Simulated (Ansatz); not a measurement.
**Fields on a plane of MgB2 (AlB2 type, space group P6/mmm)**

```
MgB2
1.0
    3.07432     0.00000     0.00000
   -1.53716     2.66244     0.00000
    0.00000     0.00000     3.52754
Mg B
1 2
Cartesian
  0.00000   0.00000   0.00000
  0.00000   1.77496   1.76377
  1.53716   0.88748   1.76377
```

The slice is a (0001) plane (indices of the conventional cell) through the point (0.333, 0.667, 0.500) (fractional), spanned by u = [110] and v = [1 -1 0] in vectors of this cell: u (3.07 Å) and v (5.32 Å, at 90° to u). It covers one period; positions are fractions (u, v).

Atoms on it: B at (0.00, 0.00); B at (0.50, 0.50); B at (0.00, 0.33); B at (0.50, 0.83).

All values below come from PBE (plane waves to 420 eV, PAW, scalar-relativistic; Ansatz, a program for electronic structure). k mesh 17×17×13. These are valence fields of a PAW run, semicore shells included where kept as valence: close to a nucleus they are smooth pseudo fields. MgB2 was relaxed with its symmetry unable to fall.

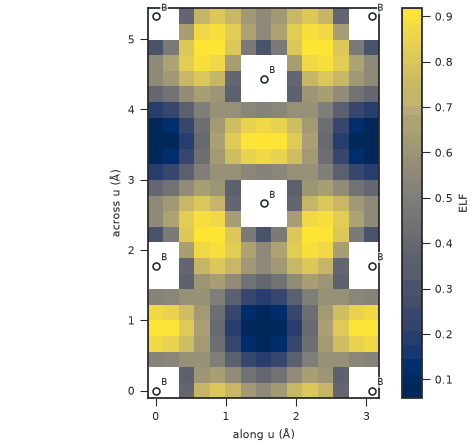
Figure: Electron localisation function (ELF), one period of the plane, atoms marked. Points within 0.4 Å of a nucleus are left white, as the pseudised field means little there.

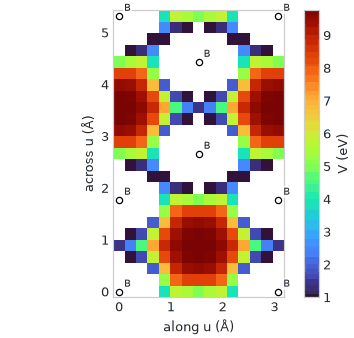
Figure: Electrostatic potential energy of an electron, from the cell's mean, in eV, one period of the plane, atoms marked. Points within 0.7 Å of a nucleus are left white, as the pseudised field means little there. Values under 1 eV are set to 1. The zero, the cell's mean, hangs on the PAW cores.

* **Density on the B–B line (1.77 Å) at its midpoint**: 0.83 e/Å³
* **ELF at that point**: 0.92
* **ELF maximum in the middle third of the B–B line**: 0.92, 0.9 Å from B
